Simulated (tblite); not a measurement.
# C7H9BSi: the cost of one run

The runs use tblite 0.8.0 and PySCF 2.14.0, with density-fitted response routines of our own; the level of theory stands in each step. All values are computed, except where a source is named. Atoms count from 0, in the outputs and in this text.

## Step 1: The starting structure

18 atoms, charge 0, multiplicity 1; geometry from: force field or distance geometry start.

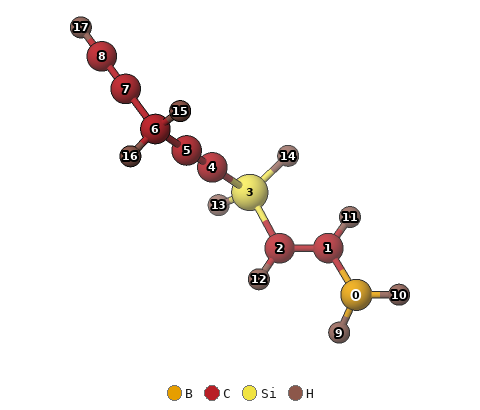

As it starts; boron amber, carbon red, silicon yellow, hydrogen brown, atoms numbered; sticks join atoms by distance.

## Step 2: Geometry optimisation with GFN2-xTB

What the job is given:

```
{"job": {"kind": "relax", "xc": "GFN2-xTB", "basis": "xTB"}, "charge": 0, "multiplicity": 1}
B      4.312600    -1.037700    -0.305000
C      3.112300    -0.066400     0.061400
C      2.144500     0.123000    -0.827200
Si     0.785700     1.272600    -0.325500
C     -0.765100     0.312900    -0.345400
C     -1.807500    -0.301100    -0.369000
C     -3.090900    -1.033300    -0.382900
C     -4.202000    -0.074100    -0.185000
C     -5.099700     0.708200    -0.020400
H      4.695700    -0.952600    -1.412100
H      5.124700    -1.336100     0.493900
H      3.115200     0.403600     1.040500
H      2.155500    -0.367000    -1.787100
H      0.700000     2.396500    -1.283100
H      1.044300     1.777100     1.063300
H     -3.101000    -1.689600     0.513700
H     -3.247900    -1.546400    -1.336900
H     -5.885200     1.416800     0.130300
```

Started as:

```sh
> OMP_NUM_THREADS=1 python probes_run.py task.json out
```

This one command runs all jobs of the session in turn.

Q: Estimate the wall time and peak memory of this first job on 1 thread of Intel Xeon at 2.50GHz, shared host.

About 2.7 s, with a peak of 0.18 GiB.
